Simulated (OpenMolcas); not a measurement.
# H3Si (silyl radical) at UHF/def2-SV(P)

We compute a geometry optimisation of H3Si (silyl radical). 

The results are computed with OpenMolcas 26.06.

### Step 1. The structure to begin with

H3Si has 4 atoms, charge 0, and is taken as a doublet. As SMILES, `[SiH3]`. The shape is that of a PBE0-D4/def2-TZVP optimisation. The run starts from this shape.

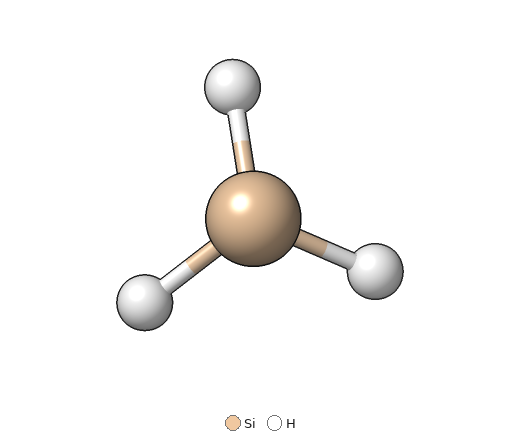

Viewed from a chosen angle; silicon light orange, hydrogen white.

### Step 2. A geometry optimisation at UHF/def2-SV(P)

struct.xyz reads:

```xyz
4

Si     0.293780    -0.026900    -0.164030
H      0.559150     0.665300     1.123900
H     -0.224040    -1.401650     0.060130
H     -0.628890     0.763250    -1.019990
```

job.input reads:

```
&GATEWAY
  BASLIB=$CurrDir
  COORD=struct.xyz
  BASIS=def2-SVP
  GROUP=NoSym
>>> EXPORT MOLCAS_MAXITER=40
>>> Do While

&SEWARD

&SCF
  UHF
  SPIN=2
  PRORBITALS=0

&SLAPAF
>>> EndDo
```

The basis set def2-SV(P) is read from a file made from the Basis Set Exchange's data (not shown).

The run is started by

```bash
$ export MOLCAS_MEM=1860
$ pymolcas job.input > job.log
```

The log of the run:

```text
--- Start Module: gateway ---

                                              &GATEWAY

                       available to each process: 1.9 GB of memory, 1 thread

 Basis Set     1 Label: SI.DEF2-SVP
 Basis set is read from library:.
 basistype.tbl is not found

 Basis Set     2 Label: H.DEF2-SVP
 Basis set is read from library:.
 basistype.tbl is not found

++    Symmetry information:
      ---------------------

                    Character Table for C1

                             E
                    a        1  x, y, xy, Rz, z, xz, Ry, yz, Rx, I
--

++    Basis set information:
      ----------------------

      Basis set label: SI.DEF2-SVP.........

      Electronic valence basis set:
      ------------------
      Associated Effective Charge  14.000000 au
      Associated Actual Charge     14.000000 au
      Nuclear Model: Point charge

      Shell  nPrim  nBasis  Cartesian Spherical Contaminant
         s      10       4        X
         p       7       3        X
         d       1       1                 X

      Basis set label: H.DEF2-SVP.........

      Electronic valence basis set:
      ------------------
      Associated Effective Charge   1.000000 au
      Associated Actual Charge      1.000000 au
      Nuclear Model: Point charge

[... 143 lines left out ...]
                               UHF SCF        iterations: Energy and convergence statistics
[... 19 lines left out ...]
 *                                                       Final Results                                                       *
[... 149 lines left out ...]
 Convergence test a la Schlegel.
[... 2 lines left out ...]
 Convergence criterion on energy change <=: 0.0E+00
[... 39 lines left out ...]
       +  Value      Threshold Converged? +  Value      Threshold Converged? +
[... 91 lines left out ...]
       +  Value      Threshold Converged? +  Value      Threshold Converged? +
[... 65 lines left out ...]
       +  Value      Threshold Converged? +  Value      Threshold Converged? +
[... 17 lines left out ...]
  NOTE: on convergence the final predicted structure will be printed here.
[... 91 lines left out ...]
      Nuclear repulsion energy =   15.61801430
[... 50 lines left out ...]
       Convergence after   3 Iterations
[... 42 lines left out ...]
      Title: Natural orbitals
[... 10 lines left out ...]
          Orbital           11        12        13        14        15        16        17        18        19        20
          Energy            0.3195    0.3195    0.6156    0.6306    0.6309    0.3340    0.4319    0.8356    0.5000    0.8526
          Occ. No.          0.0002    0.0002    0.0000    0.0000    0.0000    0.0000    0.0000    0.0000    0.0000    0.0000

[... 23 lines of this table left out ...]
       24 H4     1s         0.5007    0.2125    0.1892    0.3215    0.7485    0.9634   -1.2950    0.7752   -1.4780    1.1236

          Orbital           21        22        23        24
          Energy            0.5167    0.8263    0.8587    0.8595
          Occ. No.          0.0000    0.0000    0.0000    0.0000

[... 23 lines of this table left out ...]
       24 H4     1s        -0.1730   -1.4780   -0.5228    0.2236
--

++    Molecular properties:
      ---------------------

      Charge (e):
                      =   -0.0000
      Dipole Moment (debye):
      Origin of the operator (angstrom)=    0.2622   -0.0240   -0.1464
                   X=  1.8539E-01               Y= -1.6989E-02               Z= -1.0357E-01           Total=  2.1304E-01
      Quadrupole Moment (debye*angstrom):
      Origin of the operator (angstrom)=    0.2622   -0.0240   -0.1464
                  XX= -1.6332E+01              XY= -1.3821E-02              XZ= -8.4296E-02              YY= -1.6482E+01
                  YZ=  7.7163E-03              ZZ= -1.6436E+01
      In traceless form (debye*angstrom)
                  XX=  1.2685E-01              XY= -2.0732E-02              XZ= -1.2644E-01              YY= -9.7767E-02
                  YZ=  1.1574E-02              ZZ= -2.9081E-02
--

--- Stop Module: last_energy /rc=_RC_ALL_IS_WELL_ ---

>>> END DO

.##################.
.# Happy landing! #.
.##################.

    Timing: Wall=5.13 User=3.87 System=1.22
```

It took 5.4 s on 1 thread of Arm Neoverse V2, shared host; peak memory 0.37 GiB.

Steps, from the record of the run:

```
step  energy from the first frame kept (eV)  largest force (eV/Å)
   0                                 0.0000                0.0640
   1                                 0.0256                0.5640
   2                                -0.0007                0.0044
```

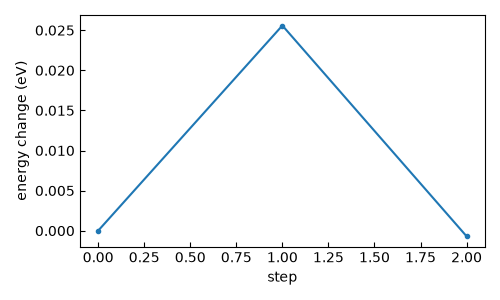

Energy along the run.

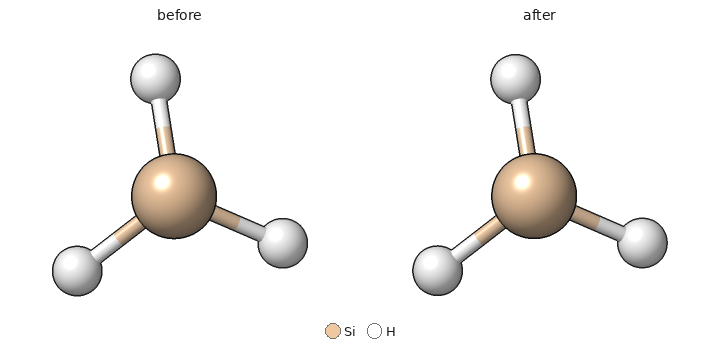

Before and after, at one scale.

After the run. Bond lengths: Si1–H2 1.485 Å, Si1–H3 1.485 Å, Si1–H4 1.485 Å. Angles: H2–Si1–H3 110.8°, H2–Si1–H4 110.8°, H3–Si1–H4 110.8°.

### Step 3. Outcome

At UHF/def2-SV(P):

```
                          quantity          value
           total energy at the end  -290.52745 Eh
                     dipole moment         0.21 D
HOMO energy (highest over α and β)       -9.22 eV
 LUMO energy (lowest over α and β)        1.33 eV
                              ⟨S²⟩          0.754
```

In words: At the final geometry: Bond lengths: Si1–H2 1.485 Å, Si1–H3 1.485 Å, Si1–H4 1.485 Å. Angles: H2–Si1–H3 110.8°, H2–Si1–H4 110.8°, H3–Si1–H4 110.8°. The optimisation took 2 steps and changed the energy by -0.001 eV. Mulliken charges run from -0.06 on H2 to +0.19 on Si1.
